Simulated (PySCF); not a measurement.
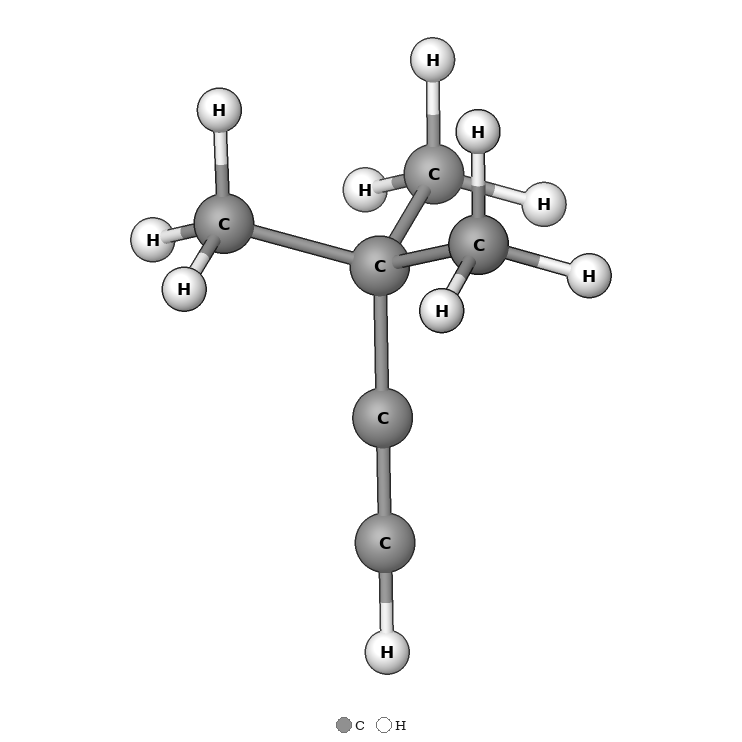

Rendered structure (ball-and-stick style). Every bond is drawn as one stick, whatever its order.

Computed geometry: GFN2-xTB optimisation. No frequency run is at hand to confirm it as a minimum.

What does the picture show?

Formula C₆H₁₀. SMILES: `C#CC(C)(C)C`. It has no ring. Among its groups: alkyne. The point group is C3v. Coordination: 2 C linear; 4 C tetrahedral.

The parts below concern this one geometry. Atoms keep their numbers from picture to picture.

**Geometry**

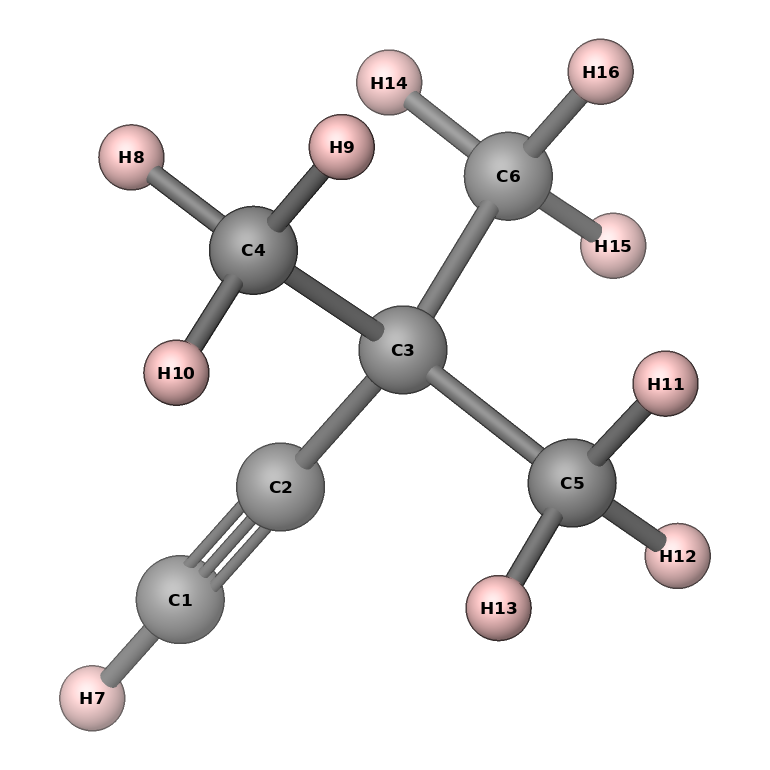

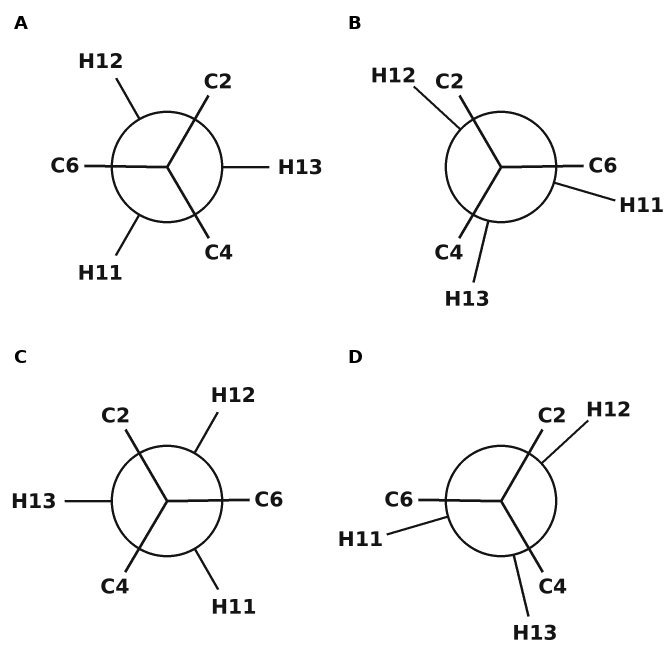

Distant atoms are faded towards the background colour. Bonds that would overlap in a projection are set slightly apart. No frequency run is at hand to confirm it as a minimum.

**Which Newman projection shows the view along C3–C5, with C3 in front?**

C. The torsion angle C4–C3–C5–H11 is −61°, synclinal (gauche).

**NMR shielding**

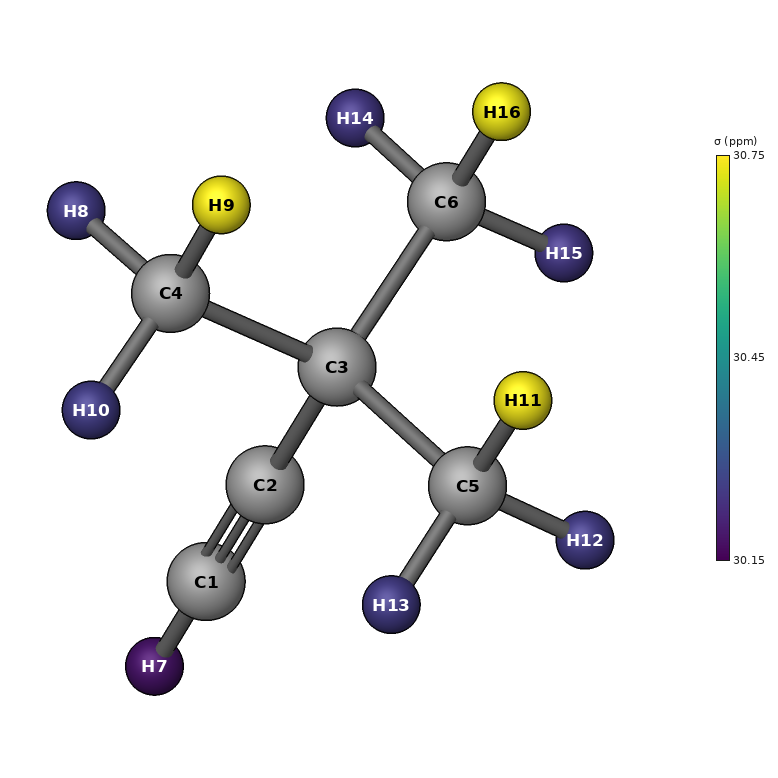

Atoms are coloured by their isotropic NMR shieldings (H only, the others grey). No frequency run is at hand to confirm it as a minimum. Level of theory: GIAO PBE0/pcSseg-1 NMR shielding, non-relativistic, gas phase (PySCF 2.14.0).

**Which H atom is the most shielded (lowest chemical shift)?**

H9, H11, H16 (30.73 to 30.74 ppm).

**Which H atom is the least shielded (highest chemical shift)?**

H7 (30.18 ppm).

**How wide is the range of H shifts?**

0.56 ppm.

List the isotropic NMR shieldings of the H atoms.

```tsv
atom	σ (ppm)
H7	30.18
H8	30.26
H9	30.74
H10	30.26
H11	30.74
H12	30.26
H13	30.26
H14	30.25
H15	30.25
H16	30.73
```

**Electronic properties**

No frequency run is at hand to confirm it as a minimum. Method: PBE0/pcSseg-1, gas phase (PySCF 2.14.0).

Predict the main results.

- dipole moment: 0.71 D
- HOMO energy (Kohn–Sham orbital): −7.68 eV
- LUMO energy (Kohn–Sham orbital): 1.40 eV
- HOMO–LUMO gap: 9.08 eV

**Bond orders**

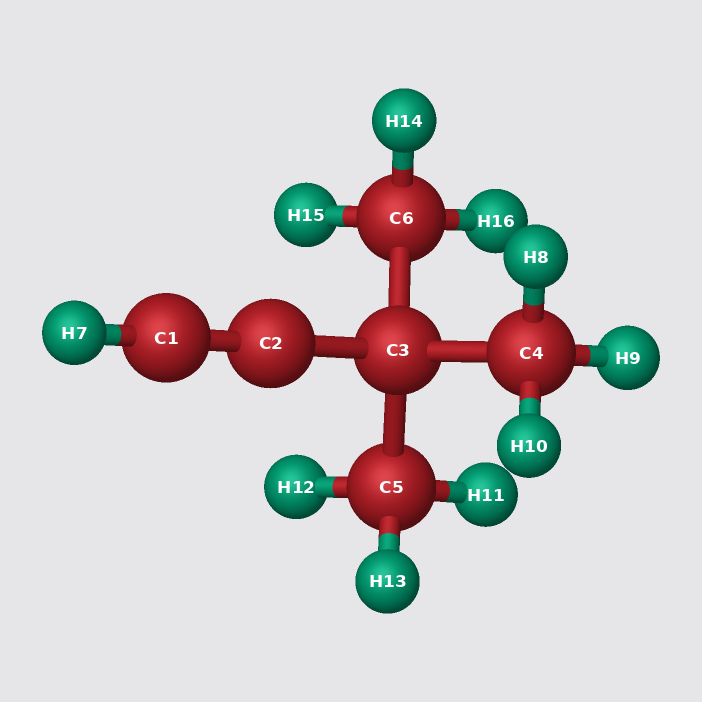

Every bond is drawn as one stick. No frequency run is at hand to confirm it as a minimum. Method: PBE0/pcSseg-1 (PySCF 2.14.0).

**Which bond has the highest Mayer bond order?**

C1–C2, 2.53, at a length of 1.196 Å.

List the Mayer bond orders of C1–C2, C1–H7, C2–C3, C3–C4, C4–H8, C4–H9 (one bond of each equivalent set).

| bond | Mayer order | length (Å) |
| --- | --- | --- |
| C1–C2 | 2.53 | 1.196 |
| C1–H7 | 1.16 | 1.049 |
| C2–C3 | 0.86 | 1.457 |
| C3–C4 | 1.03 | 1.533 |
| C4–H8 | 0.96 | 1.088 |
| C4–H9 | 0.96 | 1.088 |
